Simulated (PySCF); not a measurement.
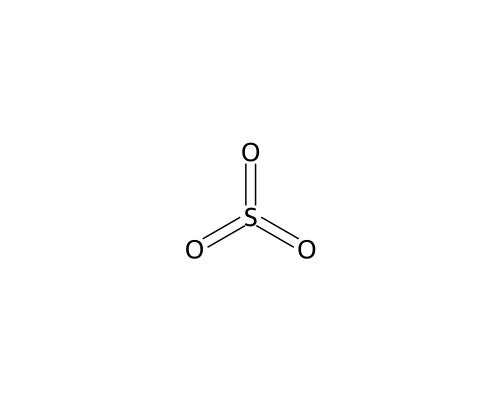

> Write the SMILES.

O=S(=O)=O

> What is the molecular formula?

SO3.

> An optimisation with PBE0-D3(BJ)/def2-TZVP gave a structure of which point group?

D3h.

The parts below concern this one geometry. Atoms keep their numbers from picture to picture. Computed geometry: PBE0-D3(BJ)/def2-TZVP optimisation. No frequency run is at hand to confirm it as a minimum.

NMR shielding

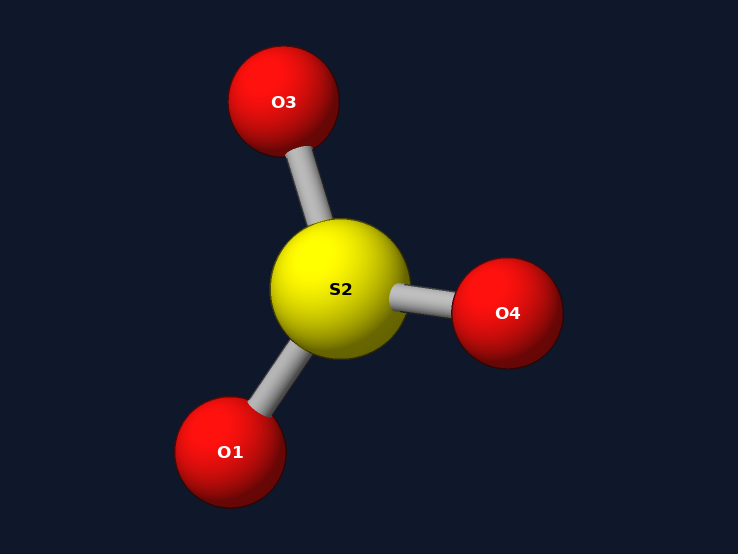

No frequency run is at hand to confirm it as a minimum. Method: GIAO PBE0/pcSseg-2 NMR shielding, non-relativistic, gas phase (PySCF 2.14.0). Principal shieldings σ11 ≤ σ22 ≤ σ33, span Ω = σ33 − σ11, skew κ = 3(σiso − σ22)/Ω.

Give the shielding tensors of the S atoms.

```json
{"atom": "S2", "σ11": "10.1", "σ22": "98.0", "σ33": "98.2", "σiso": "68.7", "Ω": "88.1", "κ": "−1.00"}
```

Shieldings and span in ppm.

Quadrupole coupling

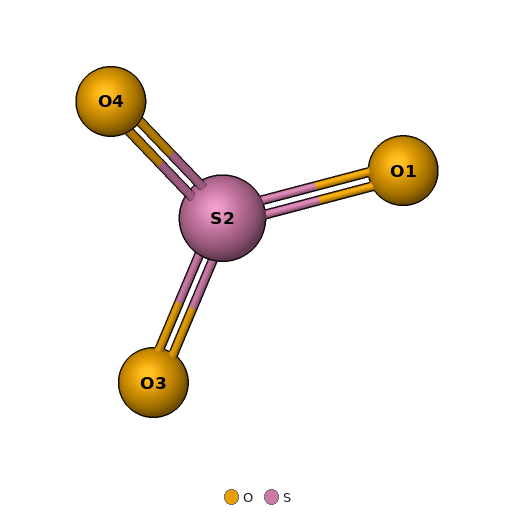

No frequency run is at hand to confirm it as a minimum. Electric field gradients from the ground-state density, PBE0/pcSseg-2 (PySCF 2.14.0), non-relativistic apart from any core potentials.

Give the largest field-gradient component, the quadrupole coupling constant and the asymmetry for 17O at O1 (Q = −25.6 mb), 33S at S2 (Q = −67.81 mb).

```tsv
atom	V_zz (a.u.)	e²qQ/h (MHz)	η
O1	−1.344	8.08	0.84
S2	0.881	−14.03	0.00
```

Levels of theory compared

No frequency run is at hand to confirm it as a minimum. Program: PySCF 2.14.0.

Compare HOMO energy (eV) at these levels: CAM-B3LYP/aug-cc-pVTZ; PBE0/aug-cc-pVTZ; PBE0/pcSseg-2; ωB97X-D/aug-cc-pVTZ.

```
                level  HOMO energy (eV)
CAM-B3LYP/aug-cc-pVTZ            −11.61
     PBE0/aug-cc-pVTZ            −10.10
        PBE0/pcSseg-2            −10.12
  ωB97X-D/aug-cc-pVTZ            −12.01
```
